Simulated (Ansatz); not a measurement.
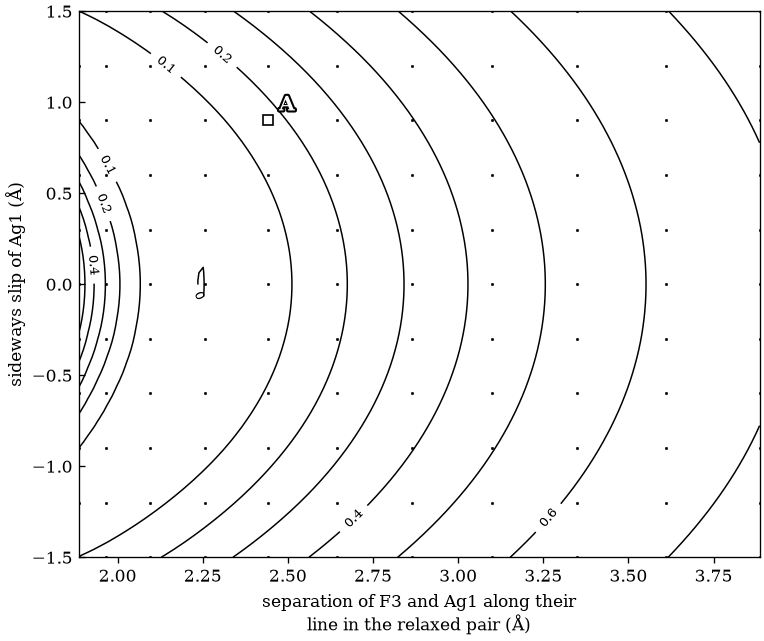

AgFH₃Si, charge +1. First axis: separation of F3 and Ag1 along their line in the relaxed pair. Second axis: sideways slip of Ag1. Nothing is relaxed (both partners rigid). Grid: 11 × 11 points. Points are written as (first, second). Energies: eV, counted from the lowest grid point. All numbers below come from RHF-MP2, frozen core/def2-TZVPD in Ansatz 0.2.0.

In the figure: contour lines labelled in eV, dots at the grid points, the point A. Between grid points the surface is interpolated.

> Which way does the force act at A, and how strong is it?

A, at (2.440 Å, 0.9 Å), is not a stationary point. The computed force is 0.57 eV for each Å towards smaller values of the first coordinate and 0.24 eV for each Å towards smaller values of sideways slip of Ag1.
